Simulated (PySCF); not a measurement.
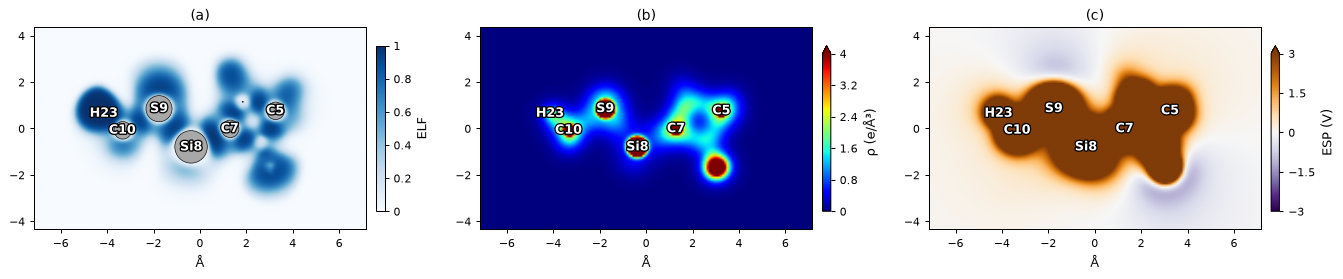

Figure 1: C$_{7}$H$_{13}$FSSi (SMILES CC[C@]1(F)CC=C1[SiH2]SC). (a) electron localisation function; (b) electron density; (c) molecular electrostatic potential on the plane of atoms C7, Si8 and S9. Grey discs cover the atomic cores in the ELF map.

Geometry: GFN2-xTB.

All numbers below come from PySCF 2.14.0, PBE0/pcSseg-1, SCF density, gas phase, non-relativistic.

```xyz
23

C    -3.3543    0.0337   -0.9526
C    -1.8403    0.1798   -0.8374
C    -1.2942   -0.4715    0.4226
F    -1.5653   -1.8307    0.3806
C    -1.6653    0.1825    1.7804
C    -0.1951    0.4556    1.9077
C     0.1495   -0.1533    0.7663
Si    1.7210   -0.5614   -0.1362
S     3.1587    0.8753    0.5562
C     4.5865    0.3607   -0.4453
H    -3.8535    0.5159   -0.1155
H    -3.7062    0.4898   -1.8744
H    -3.6285   -1.0183   -0.9575
H    -1.3579   -0.2930   -1.6959
H    -1.5560    1.2333   -0.8231
H    -2.0630   -0.5262    2.5048
H    -2.3174    1.0528    1.7227
H     0.3674    0.9769    2.6599
H     2.2275   -1.8983    0.1729
H     1.5789   -0.3916   -1.5837
H     4.3549    0.4806   -1.4988
H     4.8344   -0.6728   -0.2261
H     5.4133    1.0071   -0.1716
```

Interpret the plot.

The section cuts through C, Si, S and H sites.
C–S (1.82 Å): ρ at the midpoint is about 1.2 e/Å³; the ELF peaks at about 0.90 between the atoms: a shared electron pair.
C–Si (1.86 Å): the density is about 0.96 e/Å³ at the midpoint; the ELF peaks at about 0.95 between the atoms, as expected for a covalent bond.
Si–S (2.15 Å): ρ at the midpoint is about 0.84 e/Å³; the ELF peaks at about 0.95 between the atoms, as expected for a shared electron pair.
C–H (1.08 Å): ρ is about 2 e/Å³ halfway; the ELF climbs to about 1 towards the hydrogen, as it does in any bond to H (an ordinary covalent bond to hydrogen).
The ELF also peaks beside F4 and S9, away from the bonds: lone-pair regions.
Outside the dense part of the molecule the potential is most negative (−1.1 V) near F4, which lies off the plane.
